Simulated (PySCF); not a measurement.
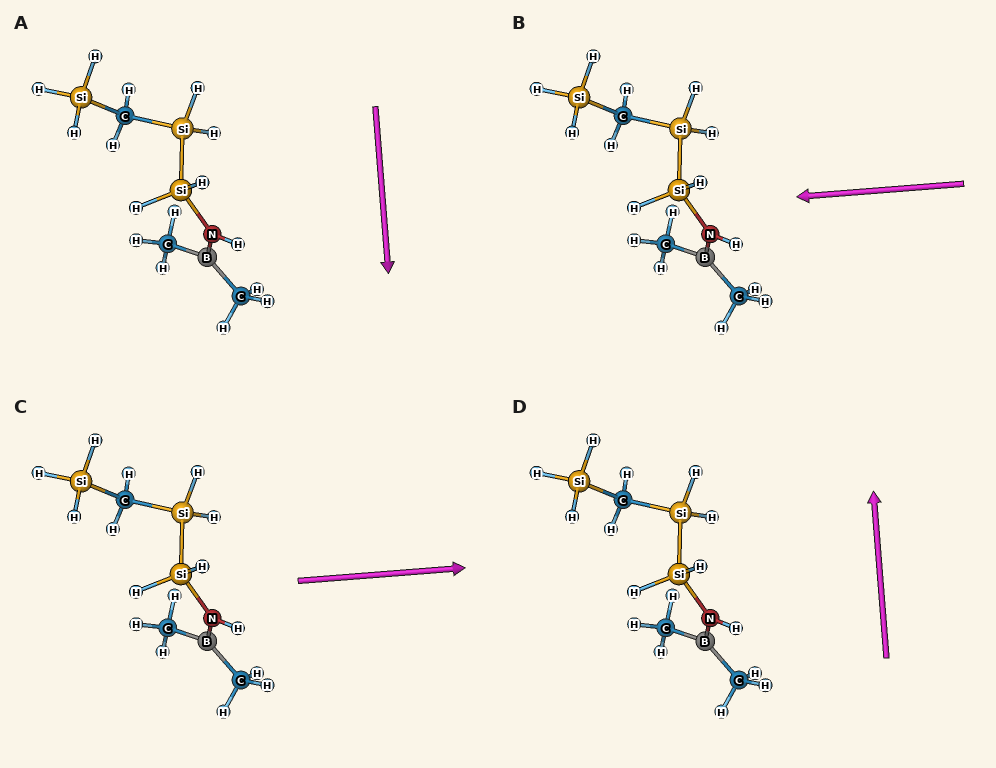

The same molecule four times, each with an arrow. Computed geometry: GFN2-xTB optimisation. No frequency run is at hand to confirm it as a minimum. Method: PBE0/pcSseg-1, gas phase (PySCF 2.14.0).

Which arrow points along the dipole moment, from the negative to the positive end?

C. The dipole moment is 0.34 D.

The geometry is semi-empirical. Around B, Si such bond lengths and angles can be off by a tenth of an ångström or more and by several degrees, and values that hang on the shape move with them.
